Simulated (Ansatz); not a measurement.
# FH4Si···NH4: what the fields show

Input file:

```
crystal:
  periodic: [false, false, false]
  atoms:
    - {symbol: Si, position_ang: [-0.649723, 0.876130, -1.107058]}
    - {symbol: H, position_ang: [-0.214131, -0.689845, -0.780042]}
    - {symbol: H, position_ang: [-0.905822, 0.264206, -2.475480]}
    - {symbol: H, position_ang: [0.672182, 1.534743, -1.319181]}
    - {symbol: H, position_ang: [-1.806716, 1.832293, -1.144650]}
    - {symbol: H, position_ang: [0.341402, -0.115243, 1.612520]}
    - {symbol: F, position_ang: [-0.719423, 0.982954, 0.630868]}
    - {symbol: H, position_ang: [0.331528, -0.941784, 0.183715]}
    - {symbol: N, position_ang: [0.760904, -0.994170, 1.283370]}
    - {symbol: H, position_ang: [1.773779, -0.958107, 1.309757]}
    - {symbol: H, position_ang: [0.416020, -1.791178, 1.806081]}
basis:
  gaussian: {orbitals: def2-TZVPP}
hamiltonian: {xc: pbe0, dispersion: d4}
output: {orbitals: {seedname: orbitals}}
```

Command:

```sh
ansatz run in.yaml --threads 4 --pin off --events-out ev --progress --plain --max-ram 9574MiB
```

A transition-state structure; geometry: PBE0-D4/def2-TZVP.

Computed with Ansatz 0.2.0, RKS PBE0-D4/def2-TZVPP.

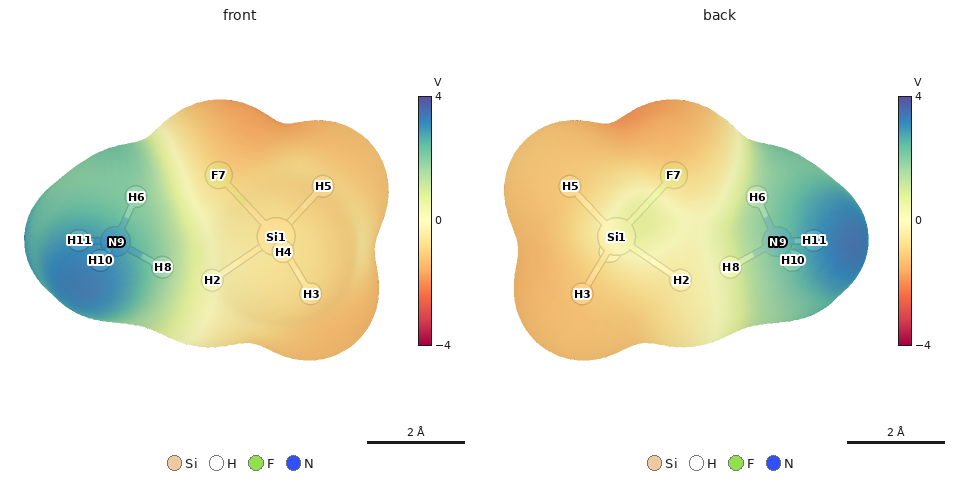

Figure 1. The electrostatic potential painted on the density surface at 0.002 e/bohr³, seen from the front and from behind; the colour scale runs from red (negative) to blue (positive).

Question: Which sites attract a positive test charge, and which a negative one?

Answer: A positive charge is drawn to the negative regions and a negative charge to the positive ones. The most negative region (about −1.8 V, or −42 kcal/mol for a unit charge) lies over F7, the most positive (about +3.4 V, or +78 kcal/mol for a unit charge) over H10 and H11.

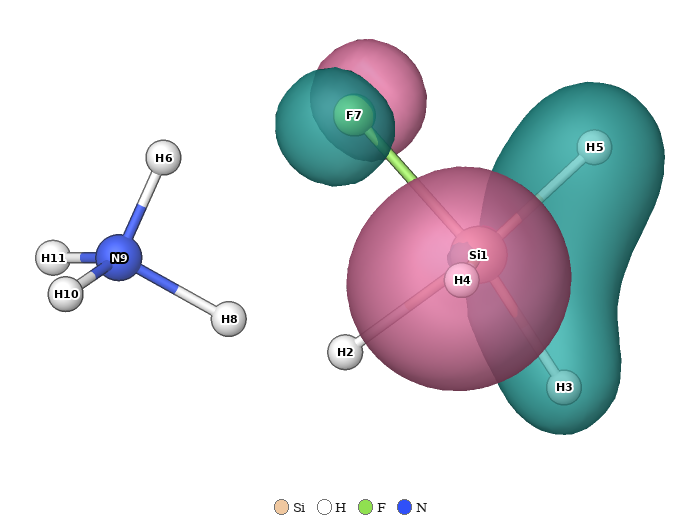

Figure 2. The HOMO−1 at ±0.15 Å⁻³ᐟ² (teal and pink are the two phases), seen across its widest extent.

Question: Where does this orbital lie, and at what energy?

Answer: Its weight (Hirshfeld) is mainly on Si1 (about 35 %), H4 (about 35 %), F7 (about 15 %), H5 (about 10 %) and H3 (about 5 %). Its energy is −8.15 eV.

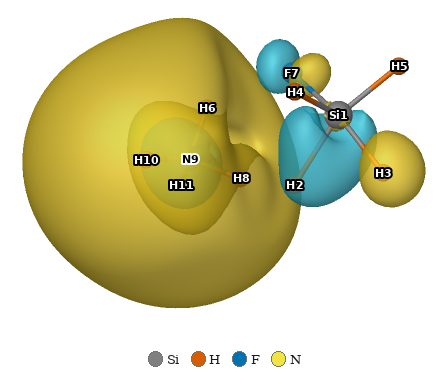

Figure 3. One frontier orbital at ±0.05 Å⁻³ᐟ² (yellow and cyan are the two phases), seen at a tilt.

Question: Which orbital is it: HOMO or LUMO?

Answer: The LUMO, at −0.27 eV. By Hirshfeld shares it lies mainly on H11 (about 30 %), H10 (about 30 %), N9 (about 20 %) and H6 (about 10 %).
